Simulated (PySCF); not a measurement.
Input

```
{"job": {"kind": "nmr", "xc": "PBE0", "basis": "pcSseg-1"}, "charge": 0, "multiplicity": 1}
O      3.960406    -1.131666     0.024674
C      3.463249    -0.210022    -0.572461
C      2.095452     0.163860    -0.523630
C      0.919731     0.437034    -0.437370
C     -0.458366     0.775717    -0.412186
Si    -1.422387    -0.282336    -1.713815
Cl    -0.624119     2.458664    -1.144681
C     -1.037056     0.793259     0.986800
Si    -0.870999    -0.851591     1.945308
H      4.061442     0.448103    -1.235786
H     -1.277281    -1.695118    -1.367116
H     -2.806446     0.172096    -1.620741
H     -0.827207     0.007827    -3.013065
H     -0.537240     1.577208     1.562877
H     -2.089870     1.074591     0.926265
H     -1.772298    -1.840339     1.347935
H     -1.296377    -0.573853     3.318488
H      0.510607    -1.317116     1.916849
```

Run with:

```sh
OMP_NUM_THREADS=1 python probes_run.py task.json out
```

Geometry: GFN2-xTB.

The calculation used PBE0/pcSseg-1, SCF density, gas phase, non-relativistic in PySCF.

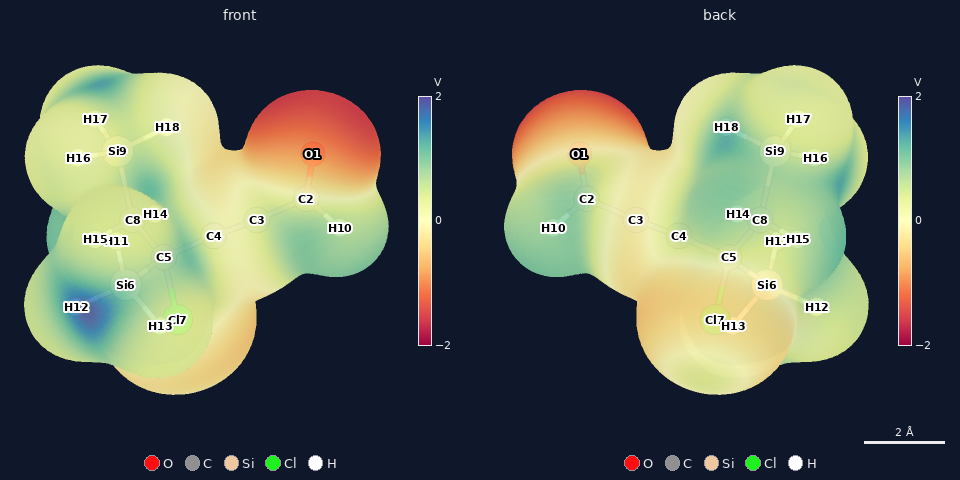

C5H9ClOSi2 (SMILES O=CC#C[C@]([SiH3])(Cl)C[SiH3]). The electrostatic potential painted on the density surface at 0.002 e/bohr³, seen from the front and from behind; the colour scale runs from red (negative) to blue (positive).

### Which sites attract a positive test charge, and which a negative one?

A positive charge is drawn to the negative regions and a negative charge to the positive ones. The most negative region (about −1.5 V) lies over O1, the most positive (about +1.8 V) over Si6. Cl7 shows a σ-hole: about +0.4 V at the tip opposite its bond, against about −0.3 V on its flanks. O1 is the likeliest acceptor of a hydrogen bond.

### What dipole moment does the calculation give?

Its dipole moment is 2.58 D.
